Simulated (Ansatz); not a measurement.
**Os-Ir-Ir-Os stack of (111) layers: electron–phonon coupling and resistivity**

Wanted: the electron–phonon coupling λ, α²F(ω) and the phonon-limited resistivity of Os-Ir-Ir-Os stack of (111) layers, on meshes from cheap to dear.

Method: DFT PBEsol, scalar-relativistic, plane waves, PAW; PAW set soft_1, in Ansatz 0.2.0.

## Step 1: Starting point

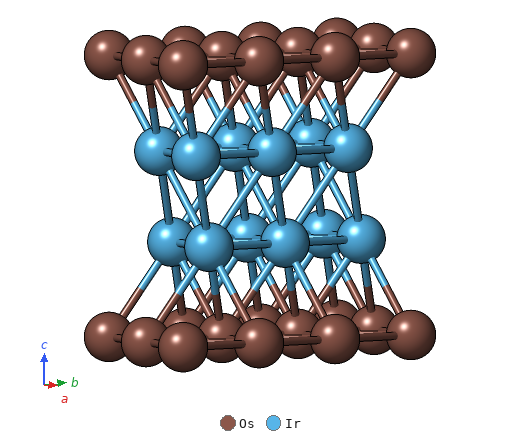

The cell as given, from the side, with the c axis up (osmium brown, iridium blue). 2×3×1 cells are drawn. Some periodic images of atoms are drawn too.

The cell holds 4 atoms: 2 Os and 2 Ir. Cell: a = 2.715 Å, b = 2.715 Å, c = 17.651 Å, α = 90.0°, β = 90.0°, γ = 120.0°. Vacuum lies along c.

Structure file:

```cif
data_structure
_symmetry_space_group_name_H-M 'P 1'
_symmetry_Int_Tables_number 1
_cell_length_a 2.7153
_cell_length_b 2.7153
_cell_length_c 17.6511
_cell_angle_alpha 90.000
_cell_angle_beta 90.000
_cell_angle_gamma 120.000
_cell_volume 112.70
loop_
_atom_site_label
_atom_site_type_symbol
_atom_site_fract_x
_atom_site_fract_y
_atom_site_fract_z
_atom_site_occupancy
Os1 Os 0.00000 0.00000 0.31160 1
Ir2 Ir 0.33333 0.66667 0.43720 1
Ir3 Ir 0.66667 0.33333 0.56280 1
Os4 Os 0.00000 0.00000 0.68840 1
```

## Step 2: Rough relaxation

The start is far from rest, so a relaxation with loose thresholds does the first part.

input.yaml reads:

```yaml
crystal:
  lattice:
    - [2.71529, 0.0, 0.0]
    - [-1.35765, 2.35151, 0.0]
    - [0.0, 0.0, 17.65108]
  atoms:
    - { symbol: Os, position: [0.0, 0.0, 0.31159575] }
    - { symbol: Ir, position: [0.33333333, 0.66666667, 0.43719858] }
    - { symbol: Ir, position: [0.66666667, 0.33333333, 0.56280142] }
    - { symbol: Os, position: [0.0, 0.0, 0.68840425] }
  periodic: [true, true, false]
kpoints:
  mp_grid: { grid: [9, 9, 1] }
hamiltonian:
  xc: pbesol
  pseudopotentials: { kind: paw, azcp: { folder: soft_1 }, xc_functional: pbe }
scf:
  occupations: { method: gaussian, width: 0.1 }
output:
  forces: true
  stress: true
  eigenvalues: true
relax:
  adjacent_minimum: "off"
  f_tol: 0.05
  max_steps: 80
  cell: { stress_2d_tol: 0.02 }
```

On the command line:

```bash
$ ansatz run input.yaml --threads 4 --pin off --max-ram 12288MiB --backend cpu --events-out ev --progress --plain --runs-dir out
```

Numbers of over 12 decimals in the logs are rounded to 6 here.

The log of the run:

```text
Warning: crystal.periodic: the lattice vector that does not repeat stood 0.000° off the slab's normal, 17.651 Å along it as the deck builds it. The run solves the slab on a vector along the normal, 37.102 Å long, with every atom where it was (on the deck's vector they left 11.00 Å outside them, and the widest stretch free of ions among them is 2.22 Å). A fractional position that the run reports is one of the run's ce [...]
The last accepted step is kept in <dir> (removed where the run ends without a failure and the disk answers)
crystal.periodic: the lattice vector that does not repeat stood 0.000° off the slab's normal, 17.651 Å along it as the deck builds it. The run solves the slab on a vector along the normal, 37.102 Å long, with every atom where it was (on the deck's vector they left 11.00 Å outside them, and the widest stretch free of ions among them is 2.22 Å). A fractional position that the run reports is one of the run's cell, which [...]
Engine: ansatz 0.2.0, aarch64-unknown-linux-gnu
Pseudopotentials: kind: paw
Pseudopotential: Os, paw, valence charge 16, recommended cutoff 420 eV (normal), soft_1/Os.paw.azcp
Pseudopotential: Ir, paw, valence charge 17, recommended cutoff 420 eV (normal), soft_1/Ir.paw.azcp
Functional definition: PBEsol
  exchange = pbesol_x
  correlation = pbesol_c
Crystal: 4 atoms, lattice volume = 236.898 Å³
Basis set: ecut = 420 eV, 4665 PW (Γ), exchange–correlation on 40×40×500 points (8 copies of the dense FFT grid, shifted against one another)
Bands: 40, of which v1, the nominal top of the filled ones, is band 33 counted from 1 (32 counted from 0)
Symmetry: 12 space group operations
Space group: P-3m1 (ITA 164), of the structure as read, at distance tolerance 6.2e-5 Å
k-points: 12 of 81
Non-local potential: Os, projectors of the file, l = 0: 3, l = 1: 2, l = 2: 2, l = 3: 1
Non-local potential: Ir, projectors of the file, l = 0: 3, l = 1: 2, l = 2: 2, l = 3: 1
PAW form: soft (Blöchl's): semilocal exchange-correlation on the pseudo side does not see the compensation charge
PAW frozen core: Os, regenerated for the run's functional, and the local potential with it (the file was generated under x = pbe(κ = 0.804, μ = 0.219515), c = pbe(β = 0.066725))
PAW frozen core: Ir, regenerated for the run's functional, and the local potential with it (the file was generated under x = pbe(κ = 0.804, μ = 0.219515), c = pbe(β = 0.066725))
PAW one-centre angular grid: Os, 590 points (default); XC on 64 Gauss nodes
PAW one-centre angular grid: Ir, 590 points (default); XC on 64 Gauss nodes
Initial density: superposition of atomic densities (neutral atoms: chi_scale 0, normalization atom)
Initial wavefunctions: pseudopotential atomic-orbital guess
Functional: x = pbesol(κ = 0.804, μ = 0.123457), c = pbesol(β = 0.046)
SCF iter   1: F=—  HF=-46103.295158 eV  |F-HF|=—  |Δ(HF+E_count)|=         —  Δρ=2.95e-2  dr2=3.09e0  ethr=3.10e-3  ⟨swp⟩=16.2  Hψ=3784  notcnv=0
preconditioner: auto → LDOS  [insulator: Δε(μ)=0.120 eV  Ē_g=6.059 eV  σ=0.100 eV  W_gap=0.60  n_scr=26 (ndim 8)  ℏωp=14.1 eV  f_vac=0.707  D(μ)=4.49/eV (n_scr^D=20)  ε∞_Penn≈6.4  β→1.0]
SCF iter   2: F=—  HF=-46103.032178 eV  |F-HF|=—  |Δ(HF+E_count)|=   2.63e-1  Δρ=2.39e-2  dr2=2.45e0  ethr=3.10e-3  ⟨swp⟩=4.5  Hψ=1467  notcnv=0  defer=16
SCF iter   3: F=—  HF=-46102.447395 eV  |F-HF|=—  |Δ(HF+E_count)|=   5.85e-1  Δρ=3.80e-3  dr2=9.13e-2  ethr=3.10e-3  ⟨swp⟩=3.2  Hψ=1121  notcnv=0  defer=16
SCF iter   4: F=—  HF=-46102.451599 eV  |F-HF|=—  |Δ(HF+E_count)|=   4.20e-3  Δρ=1.89e-3  dr2=9.58e-3  ethr=1.38e-4  ⟨swp⟩=3.2  Hψ=1192  notcnv=0  defer=13
SCF iter   5: F=—  HF=-46102.449457 eV  |F-HF|=—  |Δ(HF+E_count)|=   2.14e-3  Δρ=5.80e-4  dr2=1.38e-3  ethr=1.45e-5  ⟨swp⟩=4.0  Hψ=1215  notcnv=0  defer=13
SCF iter   6: F=—  HF=-46102.449644 eV  |F-HF|=—  |Δ(HF+E_count)|=   1.87e-4  Δρ=3.75e-4  dr2=4.64e-4  ethr=2.09e-6  ⟨swp⟩=3.8  Hψ=1207  notcnv=0  defer=13
SCF iter   7: F=—  HF=-46102.449525 eV  |F-HF|=—  |Δ(HF+E_count)|=   1.19e-4  Δρ=1.60e-4  dr2=4.75e-5  ethr=7.03e-7  ⟨swp⟩=3.2  Hψ=922  notcnv=0  defer=13
SCF iter   8: F=—  HF=-46102.449453 eV  |F-HF|=—  |Δ(HF+E_count)|=   7.22e-5  Δρ=5.01e-5  dr2=7.78e-6  ethr=7.20e-8  ⟨swp⟩=3.2  Hψ=1079  notcnv=0  defer=13
SCF iter   9: F=—  HF=-46102.449453 eV  |F-HF|=—  |Δ(HF+E_count)|=   5.04e-7  Δρ=1.27e-5  dr2=5.99e-7  ethr=1.18e-8  ⟨swp⟩=4.2  Hψ=1216  notcnv=0  defer=13
SCF iter  10: F=-46102.449453 eV  HF=-46102.449453 eV  |F-HF|=1.23e-8  |Δ(HF+E_count)|=   1.75e-8  Δρ=2.43e-6  dr2=1.49e-8  ethr=1.52e-10  ⟨swp⟩=19.2  Hψ=3303  notcnv=0
SCF 1 converged in 10 iterations: F = -46102.449453 eV  dr2 = 1.49e-8
  greatest PAW one-centre occupation: 1.000 electrons in one spin orbital (limit 2), on the Ir atom at site 2 (counted from 0), in its partial waves of l = 0
relax step   1: F+E_penalty+E_count = -46102.44945254 eV  Δ(F+E_penalty+E_count) = +0.000e0 eV  max|allowed force component| = 1.335e0 eV/Å  Δτ_max = 0.0000 Å  P = -17.004 N/m  Ω = 236.898 Å³  fix = [c, alpha, beta]  reactions: c -0.000 N/m  (10 SCF iters, dr2 threshold 1.00e-7 eV, accepted)
Crystal: 4 atoms, lattice volume = 215.988 Å³
Basis set: ecut = 420 eV, 4317 PW (Γ), exchange–correlation on 40×40×500 points (8 copies of the dense FFT grid, shifted against one another)
Initial density: handed on by an earlier stage of this run
Initial wavefunctions: those handed on with the density
iter 1 solved again at ethr=5.60e-4 eV; its pass at ethr=3.10e-3 eV (dr2=3.69e-1 eV) is discarded
SCF iter   1: F=—  HF=-46102.029173 eV  |F-HF|=—  |Δ(HF+E_count)|=         —  Δρ=9.14e-3  dr2=3.74e-1  ethr=5.60e-4  ⟨swp⟩=2.2  Hψ=4440  notcnv=0
preconditioner: auto → LDOS  [metal: Δε(μ)=0.024 eV  Ē_g=7.092 eV  σ=0.100 eV  W_gap=0.14  n_scr=26 (ndim 8)  ℏωp=14.7 eV  f_vac=0.720  D(μ)=4.51/eV (n_scr^D=22)  β→1.0]
SCF iter   2: F=—  HF=-46102.101669 eV  |F-HF|=—  |Δ(HF+E_count)|=   7.25e-2  Δρ=9.20e-3  dr2=5.74e-1  ethr=5.60e-4  ⟨swp⟩=4.6  Hψ=1436  notcnv=0
SCF iter   3: F=—  HF=-46101.963958 eV  |F-HF|=—  |Δ(HF+E_count)|=   1.38e-1  Δρ=2.38e-3  dr2=2.57e-2  ethr=5.60e-4  ⟨swp⟩=3.0  Hψ=1089  notcnv=0  defer=16
SCF iter   4: F=—  HF=-46101.960820 eV  |F-HF|=—  |Δ(HF+E_count)|=   3.14e-3  Δρ=6.36e-4  dr2=1.10e-3  ethr=3.89e-5  ⟨swp⟩=3.6  Hψ=1144  notcnv=0  defer=16
SCF iter   5: F=—  HF=-46101.960733 eV  |F-HF|=—  |Δ(HF+E_count)|=   8.71e-5  Δρ=2.12e-4  dr2=7.59e-5  ethr=1.67e-6  ⟨swp⟩=3.9  Hψ=1124  notcnv=0  defer=16
SCF iter   6: F=—  HF=-46101.960673 eV  |F-HF|=—  |Δ(HF+E_count)|=   6.01e-5  Δρ=9.97e-5  dr2=2.61e-5  ethr=1.15e-7  ⟨swp⟩=4.0  Hψ=1204  notcnv=0  defer=16
[...]
SCF iter   9: F=—  HF=-46102.669931 eV  |F-HF|=—  |Δ(HF+E_count)|=   1.74e-8  Δρ=1.65e-6  dr2=1.03e-8  ethr=1.64e-10  ⟨swp⟩=4.0  Hψ=1171  notcnv=0  defer=12
SCF iter  10: F=—  HF=-46102.669931 eV  |F-HF|=—  |Δ(HF+E_count)|=   3.11e-8  Δρ=4.45e-7  dr2=7.08e-10  ethr=1.56e-11  ⟨swp⟩=3.8  Hψ=1065  notcnv=0  defer=12
SCF iter  11: F=—  HF=-46102.669931 eV  |F-HF|=—  |Δ(HF+E_count)|=   2.61e-9  Δρ=1.24e-7  dr2=2.45e-11  ethr=1.07e-12  ⟨swp⟩=4.4  Hψ=1211  notcnv=0  defer=12
SCF iter  12: F=—  HF=-46102.669931 eV  |F-HF|=—  |Δ(HF+E_count)|=   1.33e-9  Δρ=3.32e-8  dr2=6.02e-12  ethr=1.00e-12  ⟨swp⟩=1.6  Hψ=523  notcnv=0  defer=12
SCF iter  13: F=-46102.669931 eV  HF=-46102.669931 eV  |F-HF|=2.91e-10  |Δ(HF+E_count)|=  1.24e-10  Δρ=2.03e-8  dr2=9.30e-13  ethr=1.00e-12  ⟨swp⟩=20.2  Hψ=4030  notcnv=0
SCF 3 converged in 13 iterations: F = -46102.669931 eV  dr2 = 9.30e-13
relax step   3: F+E_penalty+E_count = -46102.66993085 eV  Δ(F+E_penalty+E_count) = -2.205e-1 eV  max|allowed force component| = 5.511e-1 eV/Å  Δτ_max = 0.0334 Å  P = -2.944 N/m  Ω = 230.273 Å³  energy of the carried Pulay correction = +7.962e-4 eV  fix = [c, alpha, beta]  reactions: c -0.000 N/m  (13 SCF iters, accepted)
[...]
relax step   4: F+E_penalty+E_count = -46102.68985240 eV  Δ(F+E_penalty+E_count) = -1.992e-2 eV  max|allowed force component| = 1.182e-1 eV/Å  Δτ_max = 0.0321 Å  P = +0.270 N/m  Ω = 229.404 Å³  energy of the carried Pulay correction = +9.023e-4 eV  fix = [c, alpha, beta]  reactions: c +0.000 N/m  (6 SCF iters, dr2 threshold 4.00e-7 eV, accepted)
[...]
relax step   5: F+E_penalty+E_count = -46102.69234460 eV  Δ(F+E_penalty+E_count) = -2.492e-3 eV  max|allowed force component| = 7.803e-2 eV/Å  Δτ_max = 0.0252 Å  P = +0.642 N/m  Ω = 229.688 Å³  energy of the carried Pulay correction = +8.676e-4 eV  fix = [c, alpha, beta]  reactions: c +0.000 N/m  (6 SCF iters, dr2 threshold 4.00e-7 eV, accepted)
[...]
relax step   6: F+E_penalty+E_count = -46102.69303064 eV  Δ(F+E_penalty+E_count) = -6.860e-4 eV  max|allowed force component| = 1.339e-3 eV/Å  Δτ_max = 0.0081 Å  P = +0.050 N/m  Ω = 229.796 Å³  energy of the carried Pulay correction = +8.544e-4 eV  fix = [c, alpha, beta]  reactions: c +0.000 N/m  (5 SCF iters, dr2 threshold 3.81e-7 eV, accepted)
[...]
relax step   7: F+E_penalty+E_count = -46102.69302863 eV  Δ(F+E_penalty+E_count) = +2.018e-6 eV  max|allowed force component| = 3.157e-4 eV/Å  Δτ_max = 0.0002 Å  P = +0.003 N/m  Ω = 229.825 Å³  energy of the carried Pulay correction = +8.508e-4 eV  fix = [c, alpha, beta]  reactions: c +0.000 N/m  (5 SCF iters, dr2 threshold 2.23e-9 eV, accepted)
Basis set: ecut = 420 eV, 4581 PW (Γ), exchange–correlation on 36×36×500 points (8 copies of the dense FFT grid, shifted against one another)
Initial wavefunctions: pseudopotential atomic-orbital guess (no wavefunctions were taken with the density)
iter 1 solved again at ethr=9.42e-8 eV; its pass at ethr=3.10e-3 eV (dr2=6.22e-5 eV) is discarded
SCF iter   1: F=—  HF=-46102.692119 eV  |F-HF|=—  |Δ(HF+E_count)|=         —  Δρ=3.96e-5  dr2=6.56e-7  ethr=9.42e-8  ⟨swp⟩=8.6  Hψ=6677  notcnv=0
SCF iter   2: F=—  HF=-46102.692064 eV  |F-HF|=—  |Δ(HF+E_count)|=   5.42e-5  Δρ=6.94e-6  dr2=9.75e-8  ethr=9.94e-10  ⟨swp⟩=4.2  Hψ=1316  notcnv=0
SCF iter   3: F=—  HF=-46102.692064 eV  |F-HF|=—  |Δ(HF+E_count)|=   6.53e-8  Δρ=2.09e-6  dr2=9.67e-9  ethr=1.48e-10  ⟨swp⟩=3.7  Hψ=1197  notcnv=0
SCF iter   4: F=—  HF=-46102.692065 eV  |F-HF|=—  |Δ(HF+E_count)|=   8.46e-9  Δρ=3.89e-7  dr2=7.48e-10  ethr=1.46e-11  ⟨swp⟩=4.1  Hψ=1290  notcnv=0
SCF iter   5: F=—  HF=-46102.692065 eV  |F-HF|=—  |Δ(HF+E_count)|=   1.23e-9  Δρ=1.83e-7  dr2=2.51e-10  ethr=1.13e-12  ⟨swp⟩=3.7  Hψ=1123  notcnv=0
SCF iter   6: F=—  HF=-46102.692065 eV  |F-HF|=—  |Δ(HF+E_count)|=   1.86e-9  Δρ=6.73e-8  dr2=3.10e-11  ethr=1.00e-12  ⟨swp⟩=2.2  Hψ=695  notcnv=0
SCF iter   7: F=-46102.692065 eV  HF=-46102.692065 eV  |F-HF|=1.02e-10  |Δ(HF+E_count)|=  3.06e-10  Δρ=1.82e-8  dr2=2.12e-12  ethr=1.00e-12  ⟨swp⟩=16.2  Hψ=4372  notcnv=0
SCF 8 converged in 7 iterations: F = -46102.692065 eV  dr2 = 2.12e-12
relax step   8: F+E_penalty+E_count = -46102.69206450 eV  Δ(F+E_penalty+E_count) = +9.641e-4 eV  max|allowed force component| = 5.369e-4 eV/Å  Δτ_max = 0.0000 Å  P = +0.018 N/m  Ω = 229.825 Å³  fix = [c, alpha, beta]  reactions: c +0.000 N/m  stress off target by 1.83e-2 N/m on what of the cell is left free  SCF on the basis re-selected at this cell (its energy is not comparable with the rows above)  (7 SCF iters)
basis re-selected at this cell: Δ(F+E_penalty+E_count) = +9.641e-4 eV, ΔP = +0.016 N/m vs the last step (what re-selecting the basis moved, of the pressure what is left beyond the Pulay correction that the steps carried, after the strain that the cell walked since its last selection, with what the two solves' SCF thresholds leave and, on support functions, any second-order correction that the steps lacked; it is no measure of the basis error at this ecutwfc). The dense FFT grid was sized anew with the basis: this SCF ran on 18×18×250 points, the steps before it on 20×20×250, so part of this shift can come from that change (see relax.cell in the input reference). [rest of the remark cut]
SCF converged after 7 iterations
Free energy (F): -46102.692065 eV
Harris-Foulkes:  -46102.692065 eV  (|F-HF|=1.02e-10)
Internal energy: -46102.662363 eV  (E = F + TS)
E sigma→0 (E₀):  -46102.677214 eV
Entropy (-TS):   -0.029701 eV (-7.425 meV/atom)
Fermi energy:    -5.567321 eV
--- Per-component energies (eV) ---
  E_band       = -2359.704908
  E_kinetic    = 2062.723578
  E_local      = -413425.290714  (includes V_loc(G=0)·N_el)
  E_nonlocal   = 786.554121
  E_hartree    = 205144.291218
  E_xc         = -921.369265
  E_vxc        = -1002.214174  (∫ρ·V_xc dr)
  E_paw        = -36089.919683  (= ΣΔE_a)
  E_vpaw       = -1070.061245  (= ΣTr[D̂ρ^β])
  E_aug_tail   = 0.001603  (compensation charges beyond the density's cutoff)
  E_ewald      = 196339.320088
  E_core_change = 1.026692  (= ΣΔE_core)
  E_smearing   = -0.029701  (= −TS)
  E_closure    = 0.000000  (closes the sum)
  Σ components = -46102.692065   (vs F -46102.692065, Δ=0.00e0)
--- Forces (eV/Å), atoms counted from 1 ---
  atom   1  Os    -0.00000000    -0.00000000    -0.00053691
  atom   2  Ir    -0.00000000    -0.00000000     0.00051169
  atom   3  Ir     0.00000000     0.00000000    -0.00051169
  atom   4  Os     0.00000000     0.00000000     0.00053691
  max |Σ_I F_I| component: 4.63e-18 eV/Å
--- 2D stress c σ (N/m, compression-positive) ---
        0.018296       0.000000       0.000000
        0.000000       0.018296       0.000000
        0.000000       0.000000       0.000000
  P = ½ c Tr σ = 0.0183 N/m
--- Band table (eV; the first three rows and the last of 12) ---
  k-point 0: bands = [... 29 lower, -8.1161, -8.1161, -6.4038, -6.3448, -6.3448, -6.0396, -6.0396, -5.4990, ... 3 higher]
  k-point 1: bands = [... 29 lower, -8.0670, -7.7523, -7.0012, -6.7928, -6.4783, -6.4060, -5.9628, -5.6711, ... 3 higher]
  k-point 2: bands = [... 29 lower, -7.8341, -7.6936, -7.2298, -6.9064, -6.3005, -5.8255, -5.5821, -4.8421, ... 3 higher]
  k-point 11: bands = [... 29 lower, -7.6724, -6.2908, -6.2908, -4.8749, -4.7345, -4.7345, -4.4961, 0.6027, ... 3 higher]
--- Relaxed structure (7 steps of the walk, 6 accepted, 1 SCFs on fresh bases) ---
  F+E_penalty+E_count = -46102.69206450 eV   max|allowed force component| = 5.369e-4 eV/Å   (the final SCF, on the basis selected at the relaxed cell)
  cell:  # Å, volume = 229.8252 Å³
    - [2.674447, 2.843329063242208e-6, 0]
    - [-1.337226, 2.316137, 0]
    - [0, 0, 37.10215395636]
  atoms:
    - { symbol: Os, position: [1.3769224244052388e-18, 0, 0.149601] }
    - { symbol: Ir, position: [0.333333, 0.666667, 0.206592] }
    - { symbol: Ir, position: [0.666667, 0.333333, 0.269151] }
    - { symbol: Os, position: [-1.3769224244052394e-18, 0, 0.326142] }
```

The job ended after 22 s (4 threads of Arm Neoverse V1, shared host; peak memory 0.62 GiB; 82 s of CPU time).

Step by step:

| step | energy less that of the first step (eV) | largest force component (eV/Å) | volume (Å³) |
| --- | --- | --- | --- |
| 1 | 0.0000 | 1.3349 | 236.90 |
| 2 | 0.4888 | 2.7466 | 215.99 |
| 3 | -0.2205 | 0.5511 | 230.27 |
| 4 | -0.2404 | 0.1182 | 229.40 |
| 5 | -0.2429 | 0.0780 | 229.69 |
| 6 | -0.2436 | 0.0013 | 229.80 |
| 7 | -0.2436 | 0.0003 | 229.83 |
| 8* | -0.2426 | 0.0005 | 229.83 |

Relaxation steps marked * repeat the geometry before them on a plane-wave basis chosen anew for their cell, so energy and pressure can jump there. Relaxation step 2 was tried and not accepted.

Forces are held to the 12 operations that the run works with; a distortion that breaks them can't arise in this run.

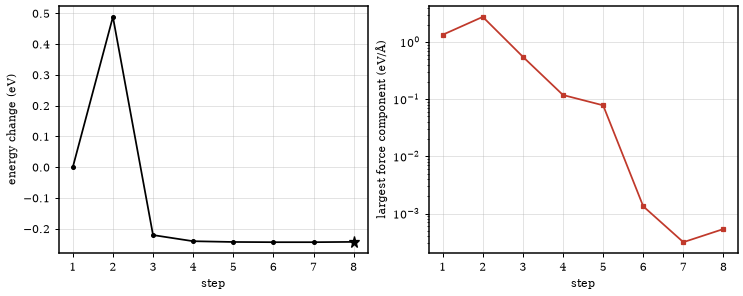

Energy and largest force along the relaxation. Stars mark steps on a basis chosen anew.

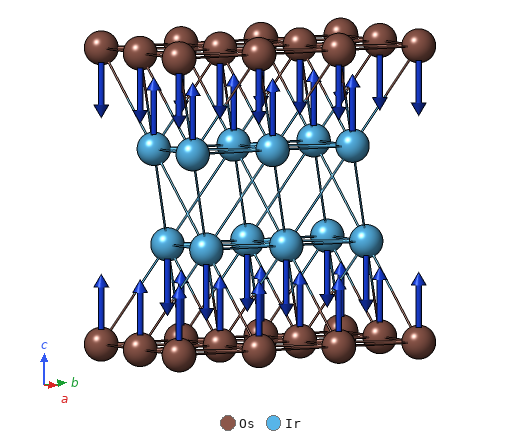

Displacements in the relaxation, exaggerated, measured against the changing cell; the longest in the cell stands for 0.05 Å. 2×3×1 cells are drawn. Some periodic images of atoms are drawn too.

```csv
cell as run,before,after,change
a (Å),2.715,2.674,-1.5 %
b (Å),2.715,2.674,-1.5 %
```

The atoms that moved most (Å, along periodic axes as changes of fractional coordinates times the final cell, across vacuum about the mean position):

```csv
atom,dx,dy,dz,length
Ir3,0.000,0.000,0.052,0.052
Ir2,0.000,0.000,-0.052,0.052
Os4,0.000,0.000,-0.051,0.051
Os1,0.000,0.000,0.051,0.051
```

Final coordinates:

```xyz
4
Lattice="2.6744 0.0000 0.0000 -1.3372 2.3161 0.0000 0.0000 0.0000 37.1022" Properties=species:S:1:pos:R:3
Os    0.0000    0.0000    5.5505
Ir    0.0000    1.5441    7.6650
Ir    1.3372    0.7720    9.9861
Os    0.0000    0.0000   12.1006
```

Numbers from this step:

| Item | Value |
| --- | --- |
| metallic on mesh | yes |
| gap on the k-mesh | 0 eV |

The relaxation ends with a largest force component of 5.4e-4 eV/Å.

## Step 3: Relaxation

Lattice constant and positions set the bands and the force constants, so the cell is relaxed first.

input.yaml, the sections that differ from step 2:

```yaml
crystal:
  lattice:
    - [2.6744467576, 2.8433e-06, 0.0]
    - [-1.3372258412, 2.3161374115, 0.0]
    - [0.0, 0.0, 37.1021539564]
  atoms:
    - { symbol: Os, position: [0.0, 0.0, 0.1496008811] }
    - { symbol: Ir, position: [0.3333333333, 0.6666666667, 0.206591948] }
    - { symbol: Ir, position: [0.6666666667, 0.3333333333, 0.2691507817] }
    - { symbol: Os, position: [0.0, 0.0, 0.3261418485] }
  periodic: [true, true, false]
kpoints:
  mp_grid: { grid: [12, 12, 1] }
relax:
  adjacent_minimum: "off"
  f_tol: 0.005
  max_steps: 80
  cell: { stress_2d_tol: 0.02 }
# hamiltonian, scf, output: as in step 2
```

The log of the run:

```text
[the first part of the log is left out]
  E_aug_tail   = 0.001596  (compensation charges beyond the density's cutoff)
  E_ewald      = 196787.970048
  E_core_change = 1.026692  (= ΣΔE_core)
  E_smearing   = -0.016810  (= −TS)
  E_closure    = -0.000000  (closes the sum)
  Σ components = -46102.722671   (vs F -46102.722671, Δ=0.00e0)
--- Forces (eV/Å), atoms counted from 1 ---
  atom   1  Os     0.00000000    -0.00000000    -0.00159144
  atom   2  Ir    -0.00000000    -0.00000000     0.00055794
[...]
P = ½ c Tr σ = 0.0175 N/m
--- Band table (eV; the first three rows and the last of 19) ---
[...]
--- Relaxed structure (4 steps of the walk, 4 accepted, 1 SCFs on fresh bases) ---
[...]
cell:  # Å, volume = 229.1794 Å³
    - [2.670687, 2.8393198061559224e-6, 0]
    - [-1.335346, 2.312881, 0]
    - [0, 0, 37.1021539564]
  atoms:
    - { symbol: Os, position: [-1.95171137530046e-19, 0, 0.149411] }
    - { symbol: Ir, position: [0.333333, 0.666667, 0.206726] }
    - { symbol: Ir, position: [0.666667, 0.333333, 0.269016] }
    - { symbol: Os, position: [1.9517113753004535e-19, 0, 0.326332] }
```

It took 19 s on 4 threads; peak memory 0.67 GiB.

The steps of the relaxation:

| step | energy less that of the first step (eV) | largest force component (eV/Å) | volume (Å³) |
| --- | --- | --- | --- |
| 1 | 0.0000 | 0.1808 | 229.83 |
| 2 | -0.0010 | 0.1126 | 228.51 |
| 3 | -0.0023 | 0.0071 | 229.20 |
| 4 | -0.0023 | 0.0016 | 229.18 |
| 5 | -0.0023 | 0.0016 | 229.18 |

The log counts 1 steps on a newly chosen plane-wave basis, not all of them marked here; energy and pressure can jump at such steps.

```
cell as run  before  after  change
      a (Å)   2.674  2.671  -0.1 %
      b (Å)   2.674  2.671  -0.1 %
```

The relaxed structure:

```xyz
4
Lattice="2.6707 0.0000 0.0000 -1.3353 2.3129 0.0000 0.0000 0.0000 37.1022" Properties=species:S:1:pos:R:3
Os    0.0000    0.0000    5.5435
Ir    0.0000    1.5419    7.6700
Ir    1.3353    0.7710    9.9811
Os    0.0000    0.0000   12.1076
```

The relaxation ends with a largest force component of 0.0016 eV/Å.

(Continued in part 2 of 4.)

[Logs are printed without paths, hosts, clocks, repeated set-up lines and the standing remarks that a program may print on its own settings, such as how far it seeks lower states.]

[Hosts, paths, dates, database ids (printed as entryN), source tags and the programs' standing remarks are cut or masked in the printed files.]
